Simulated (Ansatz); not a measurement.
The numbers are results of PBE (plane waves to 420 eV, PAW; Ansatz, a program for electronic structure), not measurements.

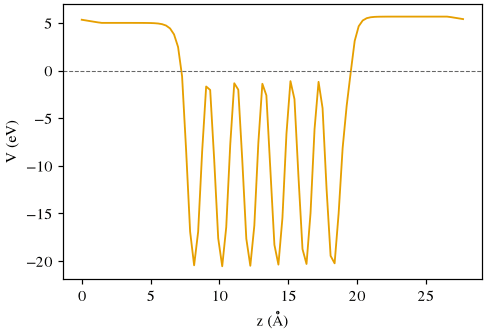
*Electrostatic potential energy of an electron, averaged over planes parallel to the surface, in eV from the Fermi level, for a constructed model of the (0001) surface of hcp Co, ferromagnetic, (√3x√3)R30° layer of C, one a cell, on the site that continues the host's stacking (bottom of the slab: a bare face, its two planes held)*

Slab: 19 atoms, 11.7 Å thick at the start with caps and adatoms (thin: gaps and levels are the slab's own); k 10x10x1, smearing 0.1 eV, dipole-corrected; 6 atoms held, the rest relaxed; start symmetry kept, larger cells not searched; spin-polarised, ending with about 27.7 μB a cell; orders that need a larger cell were not tried, no spin-orbit, no U. It is one candidate, not shown to be the stable structure of the face.

The vacuum level lies 5.66 eV above the Fermi level over the top face and 5.00 eV above it under the bottom face.
